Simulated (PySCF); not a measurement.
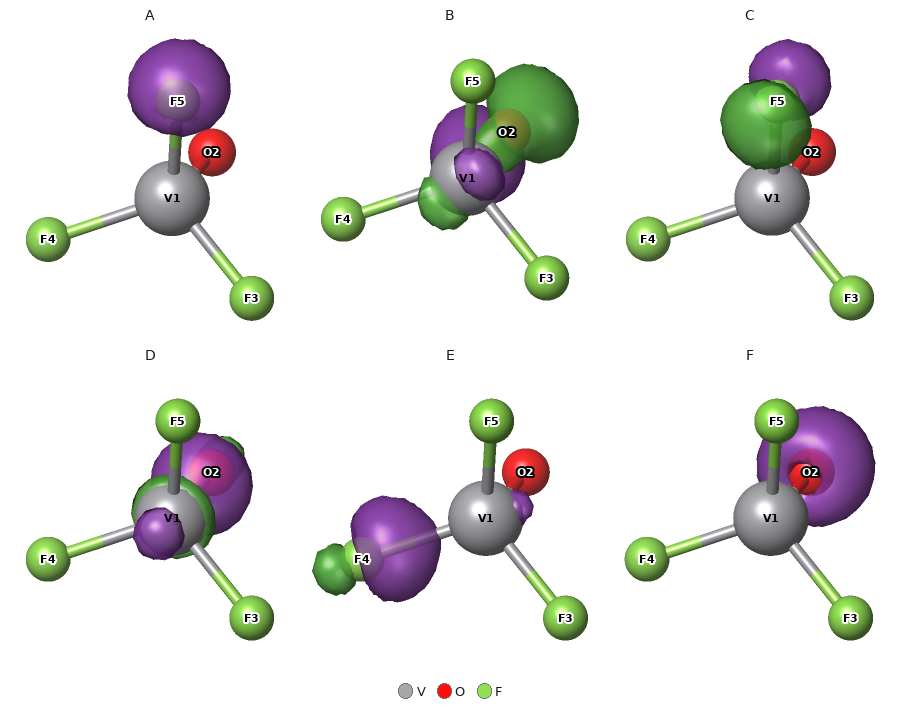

Figure. F3OV. Pipek–Mezey orbitals, occupied; each surface holds about 70 % of the orbital's density. Energies are diagonal elements of the Fock matrix.

Computed with PySCF, BP86/def2-SVPD, geometry: GFN2-xTB. This is a single-reference result, which may miss multireference character in this system. No frequency check shows the geometry to be a minimum. GFN2-xTB bond lengths at metals and heavier atoms can be off by up to 0.1 Å and shapes distorted, which carries into these values.

The calculation's input:

```python
import numpy as np
from pyscf import gto, scf, dft, lo
from pyscf.data.elements import chemcore

def solve(mol, dm0=None, hcore=None):
    mf = (dft.UKS if mol.spin else dft.RKS)(mol, xc='bp86')
    mf.grids.level = 3
    mf = mf.density_fit(auxbasis='def2-universal-jkfit')
    mf.conv_tol, mf.max_cycle = 1e-8, 80
    if hcore is not None:
        mf.get_hcore = lambda *args: hcore
    mf.kernel(dm0)
    if not mf.converged:
        mf = mf.newton().run(mf.mo_coeff, mf.mo_occ, max_cycle=30)
    assert mf.converged, 'SCF not converged'
    return mf

mol = gto.M(atom='''
V      0.00001     0.00009    -0.01646
O      0.00213    -0.00005    -1.53303
F     -0.38190     1.49809     0.46785
F      1.48742    -0.41896     0.46983
F     -1.10745    -1.07931     0.46708
''', basis='def2-svpd', charge=0, spin=0, verbose=4)
mf = solve(mol)
occ_all = mf.mo_coeff[:, mf.mo_occ > 0]
occ = occ_all[:, chemcore(mol):]
pm = lo.PM(mol, occ, pop_method='meta_lowdin')
loc = pm.kernel()
for _ in range(5):
    new, stable = pm.stability_jacobi(return_status=True)
    if stable:
        break
    loc = pm.kernel(new)
fock, s = mf.get_fock(), mf.get_ovlp()
ortho = lo.orth_ao(mol, 'meta_lowdin')
labels = mol.ao_labels(fmt=None)
vir = loc[:, :0]
both = np.hstack([loc, vir])
p = (ortho.T @ s @ both) ** 2
pop = np.array([p[[l[0] == a for l in labels]].sum(0) for a in range(mol.natm)])
spd = np.array([[p[[l[0] == a and l[2][-1] == k for l in labels]].sum(0) for k in 'spd'] for a in range(mol.natm)])
eps = np.einsum('pi,pq,qi->i', both, fock, both)
for i in np.argsort(eps):
    top = np.argsort(-pop[:, i])[:3]
    print('%3d %s %9.4f Eh ' % (i + 1, 'occ' if i < loc.shape[1] else 'vir', eps[i]), '  '.join('%s%d %.3f' % (mol.atom_symbol(a), a + 1, pop[a, i]) for a in top))
np.savez('result.npz', c=both, nocc=loc.shape[1], pop=pop, spd=spd, eps=eps, e=mf.e_tot)
```

Launched as:

```sh
OMP_NUM_THREADS=1 python input.py
```

The run took 20 s on 1 thread of Intel(R) Xeon(R) Platinum 8259CL CPU @ 2.50GHz (Skylake/Cascade Lake) (shared host), peak memory 0.46 GiB.

### Name the orbitals, with their atomic make-up and energies.

By panel:
- A: lone pair on F5 (s-type) (F5 98 %; −24.2 eV)
- B: π bond O2–V1 (O2 75 %, V1 25 %; −10.2 eV)
- C: lone pair on F5 (p-type) (F5 94 %, V1 5 %; −11.8 eV)
- D: σ bond O2–V1 (O2 64 %, V1 36 %; −14.5 eV)
- E: pair mostly on F4, shared in part with V1 (F4 82 %, V1 17 %; −18.1 eV)
- F: lone pair on O2 (s-type) (O2 97 %; −19.4 eV)

### Which has the smallest and which the largest spatial spread?

Smallest: A (0.60 Å); largest: B (0.97 Å).
